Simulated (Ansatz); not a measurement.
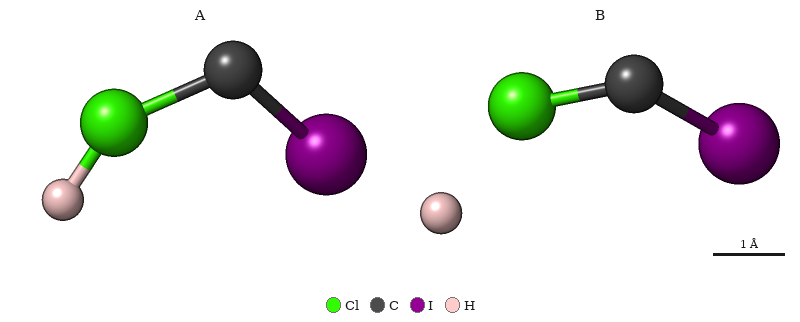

Two geometries of CHClI (charge −1), drawn at one scale. One is the start of a relaxation, the other its converged end. The picture is a ball-and-stick view, seen from a free direction.

These are results of RKS PBE-D4/def2-SVPD in Ansatz, not measurements. Set-up: force threshold 0.03 eV/Å; at most 250 steps.

**Which geometry has the lower energy?**

Structure B is the relaxed one. It is one of the separated reactants of a reaction. The largest move after the best rigid fit is that of the H atom, 0.45 Å. Largest moves by element: H 0.45 Å, Cl 0.41 Å, I 0.25 Å, C 0.23 Å. Some distances before and after: Cl–H 1.330 → 1.945 Å, C–Cl 1.855 → 1.710 Å, C–I 2.287 → 2.342 Å. Bonds break: Cl–H (1.33 → 1.95 Å). Bond angles that change, for instance: Cl–C–I 106.4° → 108.6°. The energy falls by 29.1 kcal/mol in 9 accepted moves (10 points after the start). The largest force component goes from 2.8 to 0.008 eV/Å. The line search rejected the trial step at point 5 of the run.
